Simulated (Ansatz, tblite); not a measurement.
# Perfluoropentacene (C22F14): which spin state is lowest

Aim: set other spin states of perfluoropentacene (C22F14) against its singlet, on many levels of theory.

Method: as each input shows; program: Ansatz 0.2.0, Gaussian basis.

The runs, in order: triplet, at the geometry of the singlet (GFN1-xTB, GFN2-xTB, PBE0-D4/def2-SVP, PBE-D4/def2-SVP); the singlet's energies come from earlier runs.

2 further runs of the same task are left out: 2 set aside as unsound or not needed.

## 1. The relaxed structure

The singlet was relaxed beforehand with r2SCAN-D4/def2-SVP.

SMILES `Fc1c(F)c(F)c2c(F)c3c(F)c4c(F)c5c(F)c(F)c(F)c(F)c5c(F)c4c(F)c3c(F)c2c1F`, 36 atoms, charge 0, spin multiplicity 1.

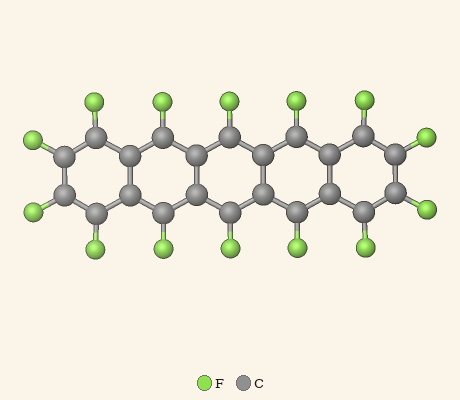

The structure; fluorine green, carbon grey.

Geometry (Å):

```xyz
36
charge 0, multiplicity 1
F    -7.0411    2.2761   -0.7046
C    -5.9666    1.6034   -0.3208
C    -6.1324    0.5419    0.6115
F    -7.3534    0.2766    1.0511
C    -5.0515   -0.1871    1.0423
F    -5.2622   -1.1672    1.9129
C    -3.7339    0.1025    0.5650
C    -2.6068   -0.6126    0.9762
F    -2.7671   -1.6034    1.8474
C    -1.3017   -0.3286    0.5061
C    -0.1635   -1.0469    0.9184
F    -0.3183   -2.0377    1.7887
C     1.1316   -0.7598    0.4478
C     2.2801   -1.4787    0.8591
F     2.1306   -2.4717    1.7297
C     3.5639   -1.1908    0.3904
C     4.7225   -1.9192    0.8083
F     4.6239   -2.9190    1.6765
C     5.9668   -1.6024    0.3218
F     7.0414   -2.2744    0.7065
C     6.1326   -0.5408   -0.6104
F     7.3537   -0.2751   -1.0494
C     5.0516    0.1878   -1.0416
F     5.2623    1.1681   -1.9120
C     3.7339   -0.1025   -0.5651
C     2.6067    0.6121   -0.9767
F     2.7671    1.6030   -1.8478
C     1.3015    0.3277   -0.5071
C     0.1633    1.0458   -0.9195
F     0.3181    2.0368   -1.7897
C    -1.1318    0.7587   -0.4490
C    -2.2803    1.4778   -0.8601
F    -2.1309    2.4703   -1.7313
C    -3.5639    1.1905   -0.3907
C    -4.7224    1.9195   -0.8080
F    -4.6238    2.9194   -1.6760
```

## 2. Triplet at the fixed geometry, GFN1-xTB

Tight binding, by tblite at 300 K electronic temperature and without a spin-polarisation term:

```python
tblite.interface.Calculator('GFN1-xTB', numbers, positions, charge=0, uhf=2).singlepoint()
```

Energy -3221.5799 eV; 0.14 s.

## 3. Triplet at the fixed geometry, GFN2-xTB

Tight binding, by tblite at 300 K electronic temperature and without a spin-polarisation term:

```python
tblite.interface.Calculator('GFN2-xTB', numbers, positions, charge=0, uhf=2).singlepoint()
```

Energy -3082.3683 eV; 0.16 s.

## 4. Triplet at the fixed geometry, PBE0-D4/def2-SVP

Contents of in.yaml:

```yaml
crystal:
  periodic: [false, false, false]
  atoms:
    - {symbol: F, position_ang: [-7.041052, 2.276114, -0.704582]}
    - {symbol: C, position_ang: [-5.966620, 1.603364, -0.320756]}
    - {symbol: C, position_ang: [-6.132440, 0.541855, 0.611511]}
    - {symbol: F, position_ang: [-7.353404, 0.276638, 1.051092]}
    - {symbol: C, position_ang: [-5.051510, -0.187123, 1.042295]}
    - {symbol: F, position_ang: [-5.262160, -1.167185, 1.912929]}
    - {symbol: C, position_ang: [-3.733876, 0.102472, 0.565043]}
    - {symbol: C, position_ang: [-2.606828, -0.612591, 0.976195]}
    - {symbol: F, position_ang: [-2.767142, -1.603372, 1.847358]}
    - {symbol: C, position_ang: [-1.301676, -0.328563, 0.506064]}
    - {symbol: C, position_ang: [-0.163543, -1.046883, 0.918403]}
    - {symbol: F, position_ang: [-0.318284, -2.037677, 1.788701]}
    - {symbol: C, position_ang: [1.131627, -0.759774, 0.447825]}
    - {symbol: C, position_ang: [2.280138, -1.478749, 0.859068]}
    - {symbol: F, position_ang: [2.130613, -2.471702, 1.729673]}
    - {symbol: C, position_ang: [3.563873, -1.190760, 0.390377]}
    - {symbol: C, position_ang: [4.722522, -1.919245, 0.808304]}
    - {symbol: F, position_ang: [4.623916, -2.918989, 1.676461]}
    - {symbol: C, position_ang: [5.966831, -1.602370, 0.321826]}
    - {symbol: F, position_ang: [7.041427, -2.274378, 0.706486]}
    - {symbol: C, position_ang: [6.132649, -0.540802, -0.610363]}
    - {symbol: F, position_ang: [7.353699, -0.275061, -1.049385]}
    - {symbol: C, position_ang: [5.051613, 0.187752, -1.041605]}
    - {symbol: F, position_ang: [5.262262, 1.168065, -1.911964]}
    - {symbol: C, position_ang: [3.733876, -0.102527, -0.565067]}
    - {symbol: C, position_ang: [2.606727, 0.612110, -0.976694]}
    - {symbol: F, position_ang: [2.767057, 1.602953, -1.847786]}
    - {symbol: C, position_ang: [1.301481, 0.327655, -0.507063]}
    - {symbol: C, position_ang: [0.163329, 1.045846, -0.919544]}
    - {symbol: F, position_ang: [0.318095, 2.036753, -1.789705]}
    - {symbol: C, position_ang: [-1.131842, 0.758727, -0.448979]}
    - {symbol: C, position_ang: [-2.280322, 1.477798, -0.860123]}
    - {symbol: F, position_ang: [-2.130888, 2.470302, -1.731263]}
    - {symbol: C, position_ang: [-3.563939, 1.190461, -0.390694]}
    - {symbol: C, position_ang: [-4.722437, 1.919511, -0.808021]}
    - {symbol: F, position_ang: [-4.623772, 2.919366, -1.676047]}
basis:
  gaussian: {orbitals: def2-SVP, fitting: {mean_field: def2-universal-jkfit}}
magnetization: {spin_polarized: true, initial_magnetization: 2}
hamiltonian: {xc: pbe0, dispersion: d4}
scf: {omitted_lower_state_checks: [starts]}
output: {orbitals: {seedname: orbitals}}
```

Command:

```sh
ansatz run in.yaml --threads 8 --pin off --events-out ev --progress --plain --max-ram 19148MiB
```

The program printed:

```text
Functional definition: PBE0
  name "PBE0"
  cite "Adamo & Barone, J. Chem. Phys. 110, 6158 (1999) doi:10.1063/1.478522"
  cite "Perdew, Burke & Ernzerhof, Phys. Rev. Lett. 77, 3865 (1996) doi:10.1103/PhysRevLett.77.3865"
  parent pbe
  parameter a = 0.25
  parameter kappa = 0.804
  parameter beta = 0.06672455060314922
  exchange = (1 - a)*pbe_x(kappa = kappa, mu = beta*pi^2/3) + a*exact_x
  correlation = pbe_c(beta = beta)
these checks for a lower state are left out or cut short: starts
2728 factors; integrals over basis functions are off by at most 8.5e-2 eV
mean field evaluation 1: about -60728.6228 eV, gradient 4.7e1 eV
mean field evaluation 2: about -60727.1931 eV, gradient 4.7e1 eV
mean field evaluation 4: about -60737.5140 eV, gradient 5.8e0 eV
mean field evaluation 8: about -60737.6609 eV, gradient 3.3e-1 eV
mean field evaluation 16: about -60737.6625 eV, gradient 6.0e-4 eV
mean field -60737.66245107 eV, -2232.0679256107 hartree, gradient 1.9e-5 eV, S^2 2.036983; 0 other end points of the search recorded, 0 dependent functions left out
reference -60737.66247804 eV, -2232.0679266018 hartree; 130, 128 occupied and 374, 376 virtual orbitals, 2728 factors
Total energy: -60739.15494967 eV, -2232.1227739223 hartree
Checks for a lower state left out: starts
```

Wall time 95 s (8 threads of Intel Xeon Platinum 8259CL at 2.50GHz, shared host); peak memory 5.2 GiB.

Report: HOMO -5.05 eV, LUMO -4.39 eV (over both spins); ⟨S²⟩ 2.037 (pure: 2.00).

## 5. Triplet at the fixed geometry, PBE-D4/def2-SVP

start.molden holds the orbitals of an earlier run on this state, given as this run's starting guess.

Changes to in.yaml since step 4:

```diff
@@ -40,5 +40,5 @@
 basis:
-  gaussian: {orbitals: def2-SVP, fitting: {mean_field: def2-universal-jkfit}}
+  gaussian: {orbitals: def2-SVP, fitting: {mean_field: def2-universal-jkfit}, initial_orbitals: start.molden}
 magnetization: {spin_polarized: true, initial_magnetization: 2}
-hamiltonian: {xc: pbe0, dispersion: d4}
+hamiltonian: {xc: pbe, dispersion: d4}
 scf: {omitted_lower_state_checks: [starts]}
```

Launched as before.

The program printed:

```text
Functional definition: PBE
  name "PBE"
  cite "Perdew, Burke & Ernzerhof, Phys. Rev. Lett. 77, 3865 (1996) doi:10.1103/PhysRevLett.77.3865"
  parent pbe
  parameter kappa = 0.804
  parameter beta = 0.06672455060314922
  exchange = pbe_x(kappa = kappa, mu = beta*pi^2/3)
  correlation = pbe_c(beta = beta)
these checks for a lower state are left out or cut short: starts
2728 factors; integrals over basis functions are off by at most 8.5e-2 eV
mean field evaluation 1: about -60737.3906 eV, gradient 1.2e1 eV
mean field evaluation 2: about -60737.9859 eV, gradient 6.3e-1 eV
mean field evaluation 4: about -60737.9573 eV, gradient 1.3e-1 eV
mean field evaluation 8: about -60737.9574 eV, gradient 2.7e-5 eV
mean field -60737.95739151 eV, -2232.0787644717 hartree, gradient 2.7e-5 eV, S^2 2.008101; 0 other end points of the search recorded, 0 dependent functions left out
reference -60737.95742787 eV, -2232.0787658079 hartree; 130, 128 occupied and 374, 376 virtual orbitals, 2728 factors
Total energy: -60739.68893921 eV, -2232.1423976761 hartree
Checks for a lower state left out: starts
```

Wall time 29 s (8 threads of Intel Xeon Platinum 8259CL at 2.50GHz, shared host); peak memory 2.4 GiB.

From the report: HOMO -4.07 eV, LUMO -4.61 eV (over both spins; with the spin held, an empty level of the minority spin lies below the top filled one); ⟨S²⟩ 2.008 (pure: 2.00).

## 6. Triplet less singlet, vertical

The singlet's energies are those of its earlier runs, whose logs aren't repeated here.

```
           level  triplet less singlet, vertical (eV)     time
        GFN1-xTB                               +1.092   0.35 s
        GFN2-xTB                               +1.072   0.41 s
 PBE-D4/def2-SVP                               +0.752     45 s
PBE0-D4/def2-SVP                               +0.768  2.1 min
```

Times add the two runs; a level without a time comes out of a correlated run. Tight binding without a spin term can't rank spin states.

## 7. Summary of results

```
                                               quantity                                   value
triplet less singlet, vertical, functionals in def2-SVP  +0.752 (PBE-D4) to +0.768 eV (PBE0-D4)
```

In words: All functionals put the triplet above the singlet, over a spread of 0.016 eV. The checks for a lower triplet were left out, so another state of that spin may lie lower. These are electronic energies, without zero-point motion, entropy or surroundings.
